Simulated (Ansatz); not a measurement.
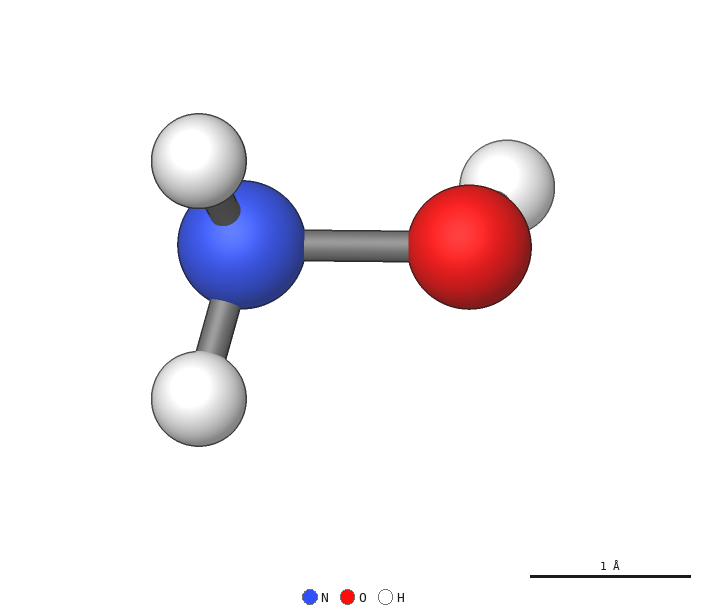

Ball-and-stick drawing of a structure. Every bond is drawn as one stick, whatever its order.

Computed geometry: PBE0-D4/def2-TZVP optimisation.

**Give the formula.**

H₃NO, 5 atoms: 3 hydrogen, 1 nitrogen and 1 oxygen.

**Which point group does it belong to?**

Cs.

**Give a SMILES string for it.**

NO

More results for the same structure follow; atom numbers are the same in all pictures, views and colours differ.

## Levels of theory compared

Program: Ansatz 0.2.0.

Tabulate HOMO–LUMO gap (eV) at these levels: B3LYP-D4/def2-TZVPP; B97M-V/def2-TZVPP; BHLYP-D4/def2-TZVPP; BLYP-D4/def2-TZVPP; PBE0-D4/def2-SVP; PBE0-D4/def2-TZVPP; SPW92 (LDA)/def2-TZVPP; r2SCAN-D4/def2-TZVPP; revPBE-D4/def2-TZVPP; ωB97M-V/def2-QZVPP; ωB97M-V/def2-TZVPP; ωB97X-V/def2-TZVPP.

```csv
level,HOMO–LUMO gap (eV)
B3LYP-D4/def2-TZVPP,7.98
B97M-V/def2-TZVPP,6.96
BHLYP-D4/def2-TZVPP,10.77
BLYP-D4/def2-TZVPP,5.98
PBE0-D4/def2-SVP,9.17
PBE0-D4/def2-TZVPP,8.64
SPW92 (LDA)/def2-TZVPP,6.18
r2SCAN-D4/def2-TZVPP,7.37
revPBE-D4/def2-TZVPP,6.12
ωB97M-V/def2-QZVPP,12.04
ωB97M-V/def2-TZVPP,12.47
ωB97X-V/def2-TZVPP,13.08
```

## Dipole moment

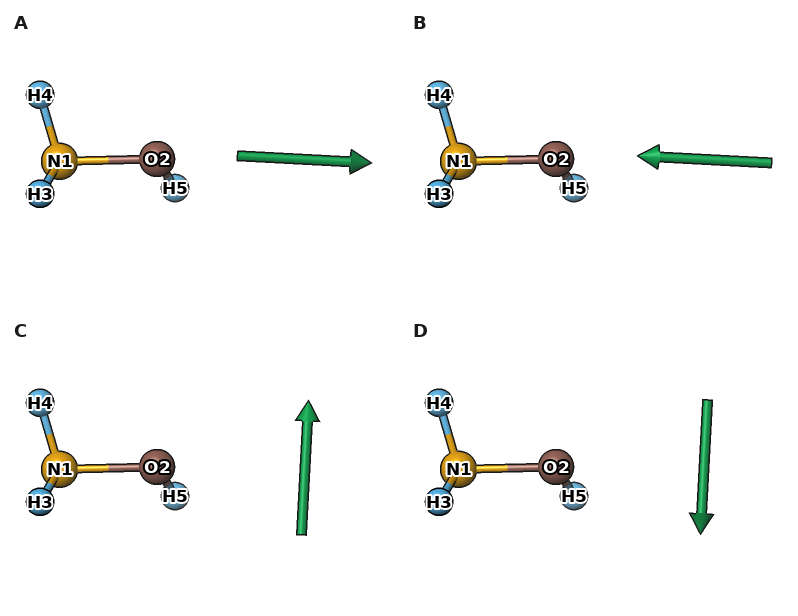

The same molecule four times, each with an arrow. Level of theory: RKS PBE0-D4/def2-TZVP (Ansatz 0.2.0).

**Which arrow points along the dipole moment, from the negative to the positive end?**

B. The dipole moment is 0.57 D; it points from the side of H5 to the side of H3, H4 (the outermost atoms at the two ends).

## Charges

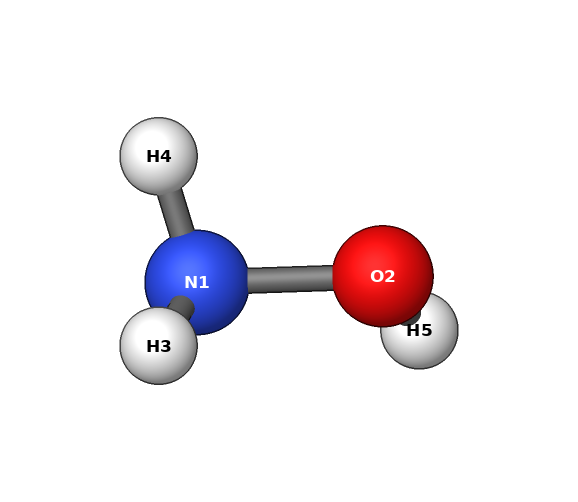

The questions are on Mulliken charges. Properties computed with RKS PBE0-D4/def2-TZVP (Ansatz 0.2.0).

**Which atom carries the highest charge (most positive or least negative)?**

H5 (0.33 e).

**And the lowest?**

O2 (−0.41 e).

Give the Mulliken charges atom by atom.

```
atom  value (e)
  N1      −0.38
  O2      −0.41
  H3       0.23
  H4       0.23
  H5       0.33
```

Mulliken values depend strongly on the basis set and can even reverse the polarity of a bond.
